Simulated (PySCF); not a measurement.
# Rh, Rh⁺: ionisation energy in x2c-TZVPall

Aim: the ionisation energy of rhodium from differences of total energies, at each level of theory, and how far each lands from the tabulated value where there is one.

Program: PySCF 2.14.0. Level of theory: unrestricted determinants in a Gaussian basis, no spin-orbit coupling in the energies. These are calculated values, not measurements, unless marked.

**1. The system**

```
Element                                   : rhodium (Z = 45)
Basis                                     : x2c-TZVPall
Hamiltonian                               : scalar relativity by spin-free X2C-1e
State 1                                   : Rh: [Kr] 4d8 5s1, high-spin 4F determinant
State 2                                   : Rh⁺: [Kr] 4d8, high-spin 3F determinant
Methods                                   : UHF, PBE0, TPSS, MP2
Core shells frozen in the correlated runs : valence: [Kr] (for Rh)
```

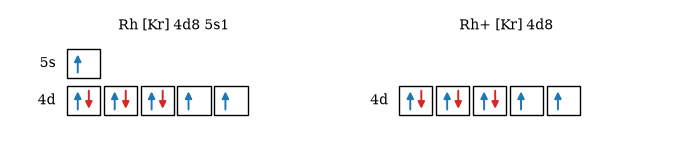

The shells outside the core, filled by Hund's rule for the drawing.

One driver process ran all states and methods and kept the integrals in memory. Each run is shown as a PySCF script that sums up its settings (the driver passes frozen orbitals as a list and adds second-order terms of double hybrids); the logs are those of the runs themselves. The driver starts from symmetry-adapted Hartree-Fock orbitals, holds the occupation by maximum overlap and uses a logarithmic radial grid for functionals, so a plain start would take other cycles.

The driver's launch:

```console
$ OMP_NUM_THREADS=1 python atomrun2.py TASK.json OUT
```

The integrals over 63 functions and the set-up took 2.3 s of CPU time.

**2. Rh**

Level: UHF.

Input file input.py:

```python
from pyscf import gto, scf, dft, mp, cc
import basis_set_exchange as bse
mol = gto.M(atom="Rh 0 0 0", charge=0, spin=3, symmetry="D2h",
            basis=gto.basis.parse(bse.get_basis("x2c-TZVPall", elements=["Rh"], fmt="nwchem", header=False)),
            nucmod="G")
mf = scf.UHF(mol).sfx2c1e()
mf.irrep_nelec = {'Ag': (9, 6), 'B1g': (2, 2), 'B2g': (2, 2), 'B3g': (2, 2), 'B1u': (3, 3), 'B2u': (3, 3), 'B3u': (3, 3)}
mf.kernel()
```

The program printed:

```text
damping factor = 0
level_shift factor = 0
DIIS = <class 'pyscf.scf.diis.CDIIS'>
diis_start_cycle = 1
diis_space = 10
diis_damp = 0
SCF conv_tol = 1e-09
SCF conv_tol_grad = None
number electrons alpha = 24  beta = 21
cycle= 1 E= -4781.18715247235  delta_E= -0.00563  |g|= 0.025  |ddm|= 0.048
cycle= 2 E= -4781.18731318121  delta_E= -0.000161  |g|= 0.00496  |ddm|= 0.00837
cycle= 3 E= -4781.18732235345  delta_E= -9.17e-06  |g|= 0.00179  |ddm|= 0.00364
cycle= 4 E= -4781.18732336635  delta_E= -1.01e-06  |g|= 0.000558  |ddm|= 0.000965
cycle= 5 E= -4781.18732380963  delta_E= -4.43e-07  |g|= 8.08e-05  |ddm|= 0.000915
cycle= 6 E= -4781.18732381743  delta_E= -7.8e-09  |g|= 2.47e-05  |ddm|= 0.000119
cycle= 7 E= -4781.18732381798  delta_E= -5.46e-10  |g|= 4.62e-06  |ddm|= 7.53e-05
converged SCF energy = -4781.18732381798  <S^2> = 3.7524759  2S+1 = 4.0012378
```

It took 0.65 s on 1 thread of Neoverse-N1, shared host, the integrals not counted.

The occupied shells:

| shell | electrons | mean orbital energy (eV) | spread (eV) | rms radius (bohr) |
| --- | --- | --- | --- | --- |
| 1s α | 1 | -23341.4 | 0 | 0.0374 |
| 1s β | 1 | -23341.3 | 0 | 0.0374 |
| 2s α | 1 | -3465.8 | 0 | 0.154 |
| 2s β | 1 | -3465.2 | 0 | 0.154 |
| 2p α | 3 | -3100.5 | 0 | 0.137 |
| 2p β | 3 | -3100.0 | 0 | 0.137 |
| 3s α | 1 | -654.45 | 0 | 0.415 |
| 3s β | 1 | -654.10 | 0 | 0.415 |
| 3p α | 3 | -531.04 | 0 | 0.419 |
| 3p β | 3 | -530.69 | 0 | 0.419 |
| 3d α | 5 | -333.62 | 0.286 | 0.403 |
| 3d β | 5 | -332.87 | 1.074 | 0.403 |
| 4s α | 1 | -102.65 | 0 | 1.05 |
| 4s β | 1 | -99.288 | 0 | 1.05 |
| 4p α | 3 | -65.731 | 0 | 1.17 |
| 4p β | 3 | -61.586 | 0 | 1.17 |
| 4d α | 5 | -12.356 | 1.041 | 1.72 |
| 4d β | 3 | -10.587 | 0 | 1.72 |
| 5s α | 1 | -6.477 | 0 | 3.76 |

⟨S²⟩ = 3.752, ⟨L²⟩ = 12.04.

Level: PBE0.

input.py differs from the last one in:

```diff
@@ -5,3 +5,3 @@
             nucmod="G")
-mf = scf.UHF(mol).sfx2c1e()
+mf = dft.UKS(mol, xc="PBE0").sfx2c1e()
 mf.irrep_nelec = {'Ag': (9, 6), 'B1g': (2, 2), 'B2g': (2, 2), 'B3g': (2, 2), 'B1u': (3, 3), 'B2u': (3, 3), 'B3u': (3, 3)}
```

The program printed:

```text
damping factor = 0
level_shift factor = 0
DIIS = <class 'pyscf.scf.diis.CDIIS'>
diis_start_cycle = 1
diis_space = 10
diis_damp = 0
SCF conv_tol = 1e-09
SCF conv_tol_grad = None
number electrons alpha = 24  beta = 21
XC functionals = PBE0
    C. Adamo and V. Barone.,  J. Chem. Phys. 110, 6158 (1999)
    M. Ernzerhof and G. E. Scuseria.,  J. Chem. Phys. 110, 5029 (1999)
cycle= 1 E= -4783.27362511169  delta_E= -0.0112  |g|= 0.0429  |ddm|= 0.291
cycle= 2 E= -4783.27364724724  delta_E= -2.21e-05  |g|= 0.0383  |ddm|= 0.104
cycle= 3 E= -4783.27390324314  delta_E= -0.000256  |g|= 0.01  |ddm|= 0.023
cycle= 4 E= -4783.2739278679  delta_E= -2.46e-05  |g|= 0.000371  |ddm|= 0.0111
cycle= 5 E= -4783.27392808027  delta_E= -2.12e-07  |g|= 0.000175  |ddm|= 0.00278
cycle= 6 E= -4783.27392809078  delta_E= -1.05e-08  |g|= 2.13e-05  |ddm|= 0.000272
cycle= 7 E= -4783.27392809097  delta_E= -1.88e-10  |g|= 6.29e-07  |ddm|= 2.08e-05
converged SCF energy = -4783.27392809097  <S^2> = 3.7507215  2S+1 = 4.0003607
```

Time after the integrals: 2.6 s (1 thread of Neoverse-N1, shared host).

Level: TPSS.

input.py differs from the last one in:

```diff
@@ -5,3 +5,3 @@
             nucmod="G")
-mf = dft.UKS(mol, xc="PBE0").sfx2c1e()
+mf = dft.UKS(mol, xc="TPSS").sfx2c1e()
 mf.irrep_nelec = {'Ag': (9, 6), 'B1g': (2, 2), 'B2g': (2, 2), 'B3g': (2, 2), 'B1u': (3, 3), 'B2u': (3, 3), 'B3u': (3, 3)}
```

The program printed:

```text
damping factor = 0
level_shift factor = 0
DIIS = <class 'pyscf.scf.diis.CDIIS'>
diis_start_cycle = 1
diis_space = 10
diis_damp = 0
SCF conv_tol = 1e-09
SCF conv_tol_grad = None
number electrons alpha = 24  beta = 21
XC functionals = TPSS
    J. Tao, J. P. Perdew, V. N. Staroverov, and G. E. Scuseria.,  Phys. Rev. Lett. 91, 146401 (2003)
    J. P. Perdew, J. Tao, V. N. Staroverov, and G. E. Scuseria.,  J. Chem. Phys. 120, 6898 (2004)
    J. Tao, J. P. Perdew, V. N. Staroverov, and G. E. Scuseria.,  Phys. Rev. Lett. 91, 146401 (2003)
    J. P. Perdew, J. Tao, V. N. Staroverov, and G. E. Scuseria.,  J. Chem. Phys. 120, 6898 (2004)
cycle= 1 E= -4783.41698839213  delta_E= -0.0165  |g|= 0.106  |ddm|= 0.411
cycle= 2 E= -4783.41327361473  delta_E= 0.00371  |g|= 0.158  |ddm|= 0.186
cycle= 3 E= -4783.41879947374  delta_E= -0.00553  |g|= 0.0162  |ddm|= 0.106
cycle= 4 E= -4783.41886728551  delta_E= -6.78e-05  |g|= 0.000522  |ddm|= 0.0102
cycle= 5 E= -4783.4188673933  delta_E= -1.08e-07  |g|= 0.000245  |ddm|= 0.000697
cycle= 6 E= -4783.41886741496  delta_E= -2.17e-08  |g|= 1.39e-05  |ddm|= 0.000298
cycle= 7 E= -4783.41886741502  delta_E= -6.64e-11  |g|= 2.24e-07  |ddm|= 1.22e-05
converged SCF energy = -4783.41886741502  <S^2> = 3.7507557  2S+1 = 4.0003778
```

Time after the integrals: 5.2 s (1 thread of Neoverse-N1, shared host).

Level: MP2 (valence).

input.py differs from the last one in:

```diff
@@ -5,4 +5,5 @@
             nucmod="G")
-mf = dft.UKS(mol, xc="TPSS").sfx2c1e()
+mf = scf.UHF(mol).sfx2c1e()
 mf.irrep_nelec = {'Ag': (9, 6), 'B1g': (2, 2), 'B2g': (2, 2), 'B3g': (2, 2), 'B1u': (3, 3), 'B2u': (3, 3), 'B3u': (3, 3)}
 mf.kernel()
+mp.UMP2(mf, frozen=18).kernel()
```

This step left no log, only its results.

It took 0.18 s on 1 thread of Neoverse-N1, shared host, the integrals not counted.

With 9 electrons correlated, the MP2 correlation energy is -0.18925 hartree (-0.07454 same spin, -0.11471 opposite spin); the SCS form gives -0.16250. Largest pairs of shells: 4d-4d -0.1666, 4d-5s -0.0226, 5s-5s 0.0000.

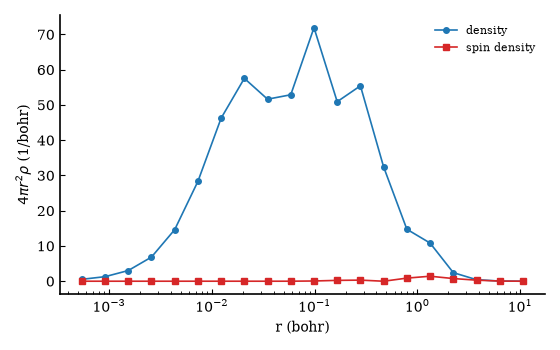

Radial density 4πr²ρ of Rh at UHF, without picture-change correction, at 20 stored radii joined by straight lines.

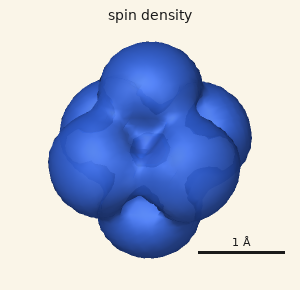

Spin density of Rh at UHF: surfaces at ±0.099 e/Å³ (blue: excess of up spin, orange: of down spin); z points up.

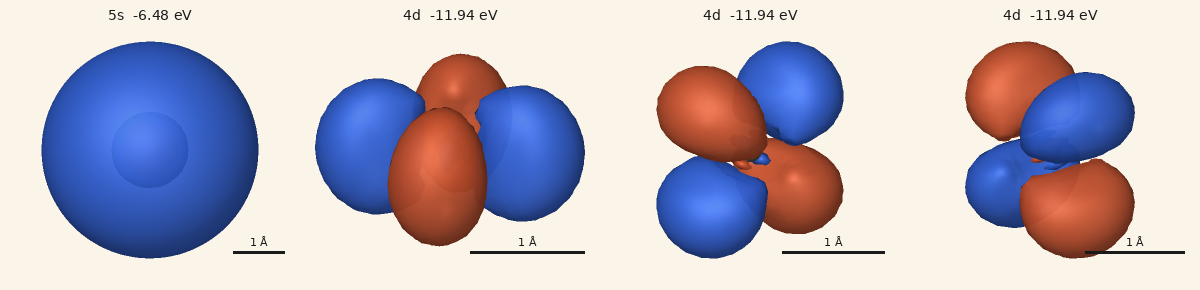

The highest occupied up-spin orbitals of Rh at UHF, each at the surface that holds about 70 % of its density; the colours give the sign, and each panel has its own scale.

**3. Rh⁺: the ladder of methods**

Level: UHF.

Input file input.py:

```python
from pyscf import gto, scf, dft, mp, cc
import basis_set_exchange as bse
mol = gto.M(atom="Rh 0 0 0", charge=1, spin=2, symmetry="D2h",
            basis=gto.basis.parse(bse.get_basis("x2c-TZVPall", elements=["Rh"], fmt="nwchem", header=False)),
            nucmod="G")
mf = scf.UHF(mol).sfx2c1e()
mf.irrep_nelec = {'Ag': (8, 6), 'B1g': (2, 2), 'B2g': (2, 2), 'B3g': (2, 2), 'B1u': (3, 3), 'B2u': (3, 3), 'B3u': (3, 3)}
mf.kernel()
```

The program printed:

```text
damping factor = 0
level_shift factor = 0
DIIS = <class 'pyscf.scf.diis.CDIIS'>
diis_start_cycle = 1
diis_space = 10
diis_damp = 0
SCF conv_tol = 1e-09
SCF conv_tol_grad = None
number electrons alpha = 23  beta = 21
cycle= 1 E= -4780.95514672939  delta_E= -0.0057  |g|= 0.0252  |ddm|= 0.0483
cycle= 2 E= -4780.95530807874  delta_E= -0.000161  |g|= 0.00488  |ddm|= 0.00838
cycle= 3 E= -4780.95531632061  delta_E= -8.24e-06  |g|= 0.00151  |ddm|= 0.00283
cycle= 4 E= -4780.95531699487  delta_E= -6.74e-07  |g|= 0.000469  |ddm|= 0.000763
cycle= 5 E= -4780.95531725331  delta_E= -2.58e-07  |g|= 6.69e-05  |ddm|= 0.000621
cycle= 6 E= -4780.95531725762  delta_E= -4.32e-09  |g|= 1.8e-05  |ddm|= 8.15e-05
cycle= 7 E= -4780.95531725782  delta_E= -1.94e-10  |g|= 3.06e-06  |ddm|= 1.84e-05
converged SCF energy = -4780.95531725782  <S^2> = 2.0034047  2S+1 = 3.0022689
```

Time after the integrals: 0.58 s (1 thread of Neoverse-N1, shared host).

Orbital energies by shell (radii are means over both spins):

| shell | electrons | mean orbital energy (eV) | spread (eV) | rms radius (bohr) |
| --- | --- | --- | --- | --- |
| 1s β | 1 | -23349.0 | 0 | 0.0374 |
| 1s α | 1 | -23349.0 | 0 | 0.0374 |
| 2s α | 1 | -3473.3 | 0 | 0.154 |
| 2s β | 1 | -3472.8 | 0 | 0.154 |
| 2p α | 3 | -3108.1 | 0 | 0.137 |
| 2p β | 3 | -3107.6 | 0 | 0.137 |
| 3s α | 1 | -661.96 | 0 | 0.415 |
| 3s β | 1 | -661.69 | 0 | 0.415 |
| 3p α | 3 | -538.62 | 0 | 0.419 |
| 3p β | 3 | -538.28 | 0 | 0.419 |
| 3d α | 5 | -341.24 | 0.283 | 0.403 |
| 3d β | 5 | -340.45 | 1.078 | 0.403 |
| 4s α | 1 | -110.24 | 0 | 1.05 |
| 4s β | 1 | -106.94 | 0 | 1.05 |
| 4p α | 3 | -73.545 | 0 | 1.17 |
| 4p β | 3 | -69.287 | 0 | 1.17 |
| 4d α | 5 | -20.076 | 1.039 | 1.67 |
| 4d β | 3 | -18.398 | 0 | 1.67 |

⟨S²⟩ = 2.003, ⟨L²⟩ = 12.03.

Level: PBE0.

input.py differs from the last one in:

```diff
@@ -5,3 +5,3 @@
             nucmod="G")
-mf = scf.UHF(mol).sfx2c1e()
+mf = dft.UKS(mol, xc="PBE0").sfx2c1e()
 mf.irrep_nelec = {'Ag': (8, 6), 'B1g': (2, 2), 'B2g': (2, 2), 'B3g': (2, 2), 'B1u': (3, 3), 'B2u': (3, 3), 'B3u': (3, 3)}
```

The program printed:

```text
damping factor = 0
level_shift factor = 0
DIIS = <class 'pyscf.scf.diis.CDIIS'>
diis_start_cycle = 1
diis_space = 10
diis_damp = 0
SCF conv_tol = 1e-09
SCF conv_tol_grad = None
number electrons alpha = 23  beta = 21
XC functionals = PBE0
    C. Adamo and V. Barone.,  J. Chem. Phys. 110, 6158 (1999)
    M. Ernzerhof and G. E. Scuseria.,  J. Chem. Phys. 110, 5029 (1999)
cycle= 1 E= -4782.99708483728  delta_E= -0.00842  |g|= 0.0369  |ddm|= 0.0968
cycle= 2 E= -4782.99709829235  delta_E= -1.35e-05  |g|= 0.0241  |ddm|= 0.0187
cycle= 3 E= -4782.99717081596  delta_E= -7.25e-05  |g|= 0.00721  |ddm|= 0.0125
cycle= 4 E= -4782.99718211686  delta_E= -1.13e-05  |g|= 0.000499  |ddm|= 0.00353
cycle= 5 E= -4782.99718220116  delta_E= -8.43e-08  |g|= 6.22e-05  |ddm|= 0.000295
cycle= 6 E= -4782.99718220305  delta_E= -1.89e-09  |g|= 6.11e-06  |ddm|= 4.99e-05
cycle= 7 E= -4782.99718220306  delta_E= -1.36e-11  |g|= 2.19e-07  |ddm|= 4.51e-06
converged SCF energy = -4782.99718220306  <S^2> = 2.0012319  2S+1 = 3.0008211
```

It took 2.7 s on 1 thread of Neoverse-N1, shared host, the integrals not counted.

Level: TPSS.

input.py differs from the last one in:

```diff
@@ -5,3 +5,3 @@
             nucmod="G")
-mf = dft.UKS(mol, xc="PBE0").sfx2c1e()
+mf = dft.UKS(mol, xc="TPSS").sfx2c1e()
 mf.irrep_nelec = {'Ag': (8, 6), 'B1g': (2, 2), 'B2g': (2, 2), 'B3g': (2, 2), 'B1u': (3, 3), 'B2u': (3, 3), 'B3u': (3, 3)}
```

The program printed:

```text
damping factor = 0
level_shift factor = 0
DIIS = <class 'pyscf.scf.diis.CDIIS'>
diis_start_cycle = 1
diis_space = 10
diis_damp = 0
SCF conv_tol = 1e-09
SCF conv_tol_grad = None
number electrons alpha = 23  beta = 21
XC functionals = TPSS
    J. Tao, J. P. Perdew, V. N. Staroverov, and G. E. Scuseria.,  Phys. Rev. Lett. 91, 146401 (2003)
    J. P. Perdew, J. Tao, V. N. Staroverov, and G. E. Scuseria.,  J. Chem. Phys. 120, 6898 (2004)
    J. Tao, J. P. Perdew, V. N. Staroverov, and G. E. Scuseria.,  Phys. Rev. Lett. 91, 146401 (2003)
    J. P. Perdew, J. Tao, V. N. Staroverov, and G. E. Scuseria.,  J. Chem. Phys. 120, 6898 (2004)
cycle= 1 E= -4783.13846354748  delta_E= -0.012  |g|= 0.0823  |ddm|= 0.118
cycle= 2 E= -4783.13777449908  delta_E= 0.000689  |g|= 0.0892  |ddm|= 0.0592
cycle= 3 E= -4783.13916645277  delta_E= -0.00139  |g|= 0.0155  |ddm|= 0.0432
cycle= 4 E= -4783.1392219311  delta_E= -5.55e-05  |g|= 0.00082  |ddm|= 0.00743
cycle= 5 E= -4783.13922213794  delta_E= -2.07e-07  |g|= 6.99e-05  |ddm|= 0.000415
cycle= 6 E= -4783.13922213948  delta_E= -1.54e-09  |g|= 1.75e-06  |ddm|= 3.69e-05
cycle= 7 E= -4783.13922213948  delta_E= -1.82e-12  |g|= 9.95e-08  |ddm|= 1.4e-06
converged SCF energy = -4783.13922213948  <S^2> = 2.0008982  2S+1 = 3.0005988
```

Time after the integrals: 5.5 s (1 thread of Neoverse-N1, shared host).

Level: MP2 (valence).

input.py differs from the last one in:

```diff
@@ -5,4 +5,5 @@
             nucmod="G")
-mf = dft.UKS(mol, xc="TPSS").sfx2c1e()
+mf = scf.UHF(mol).sfx2c1e()
 mf.irrep_nelec = {'Ag': (8, 6), 'B1g': (2, 2), 'B2g': (2, 2), 'B3g': (2, 2), 'B1u': (3, 3), 'B2u': (3, 3), 'B3u': (3, 3)}
 mf.kernel()
+mp.UMP2(mf, frozen=18).kernel()
```

No log was kept for this step.

It took 0.19 s on 1 thread of Neoverse-N1, shared host, the integrals not counted.

With 8 electrons correlated, the MP2 correlation energy is -0.16512 hartree (-0.06211 same spin, -0.10301 opposite spin); the SCS form gives -0.14432. Largest pairs of shells: 4d-4d -0.1651.

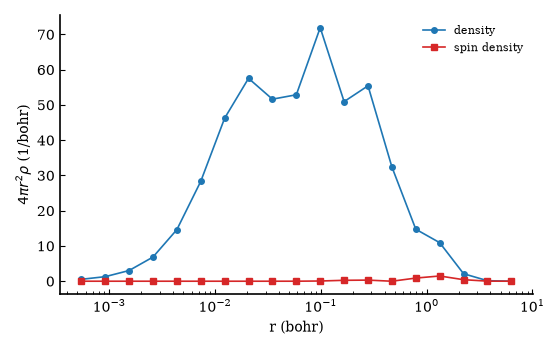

Radial density 4πr²ρ of Rh⁺ at UHF, without picture-change correction, at 19 stored radii joined by straight lines.

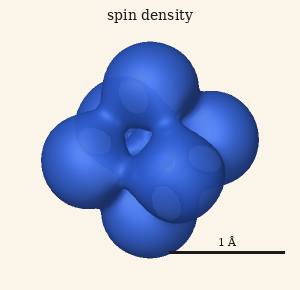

Spin density of Rh⁺ at UHF: surfaces at ±0.3 e/Å³ (blue: excess of up spin, orange: of down spin); z points up.

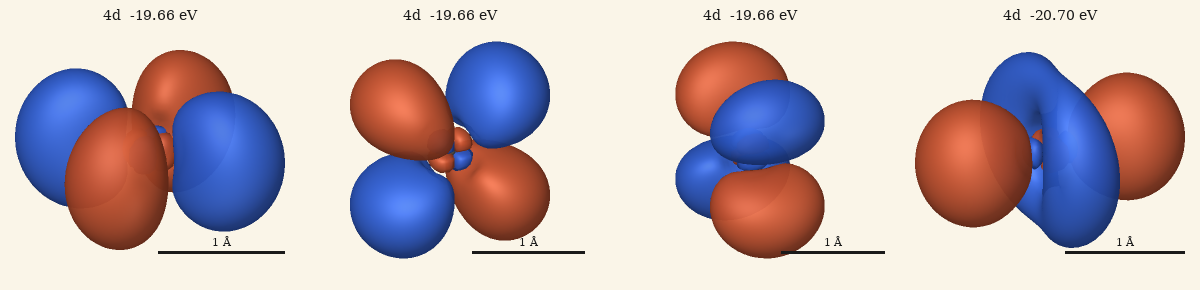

The highest occupied up-spin orbitals of Rh⁺ at UHF, each at the surface that holds about 70 % of its density; the colours give the sign, and each panel has its own scale.

**4. Orbital energies side by side**

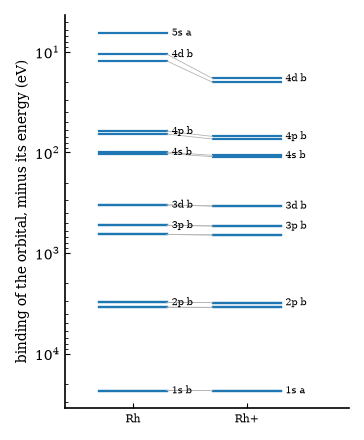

Hartree-Fock orbital energies of the states on a logarithmic scale (a, b: spin up and down; * marks an excited configuration).

**5. Differences of total energies**

Ionisation energy: Rh [Kr] 4d8 5s1 (4F) → Rh⁺ [Kr] 4d8 (3F).

| method | value (eV) | error (eV) | CPU time, both states (s) |
| --- | --- | --- | --- |
| UHF | 6.313 | -1.166 | 1.2 |
| PBE0 | 7.531 | +0.052 | 5.4 |
| TPSS | 7.610 | +0.130 | 11 |
| MP2 (valence) | 6.970 | -0.509 | 1.6 |
| SCS-MP2 (valence) | 6.808 | -0.671 | 1.6 |

Reference: 7.479 eV (measured; NIST levels, between the centres of gravity of the two terms). Errors of the correlated levels include the incompleteness of this basis.

Times are CPU seconds on a shared host without the integrals; correlated rows include their Hartree-Fock run, whose time holds the symmetry-adapted start and any spin-orbit constants, while functionals begin from orbitals already made.

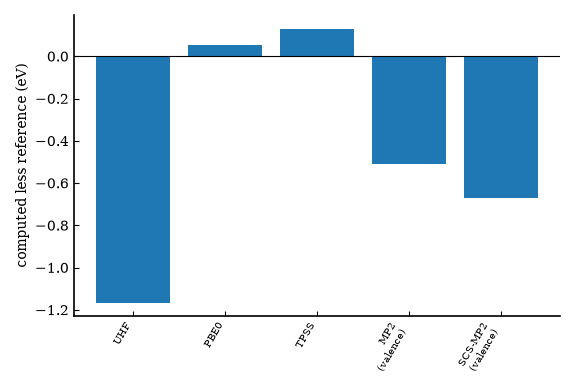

Computed less reference values by method.

**6. Outcome**

| quantity | value |
| --- | --- |
| ionisation energy, Rh | UHF 6.313, MP2 (valence) 6.970 eV; reference 7.479 |

Each level's miss and price (over 1 difference):

| method | mean absolute miss against the measured value (with the measured fine structure taken into account where it is known) (eV) | CPU time, both states (s) |
| --- | --- | --- |
| UHF | 1.166 | 1.2 |
| PBE0 | 0.052 | 5.4 |
| TPSS | 0.130 | 11 |
| MP2 (valence) | 0.509 | 1.6 |
| SCS-MP2 (valence) | 0.671 | 1.6 |

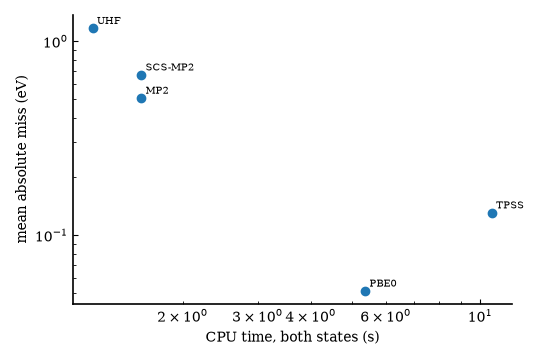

Miss against the measured value (with the measured fine structure taken into account where it is known) and CPU time.

In words: Against experiment PBE0 comes closest (off by 0.05 eV) and UHF is farthest (1.17 eV). Hartree-Fock falls short because the species with more electrons holds more correlation energy, which it lacks. All values hold for this basis alone; no basis-set limit was taken. The dearest level timed, TPSS, costs 8.7 times the cheapest, UHF, and differs from the measured value (with the measured fine structure taken into account where it is known) by 0.13 against 1.17 eV.
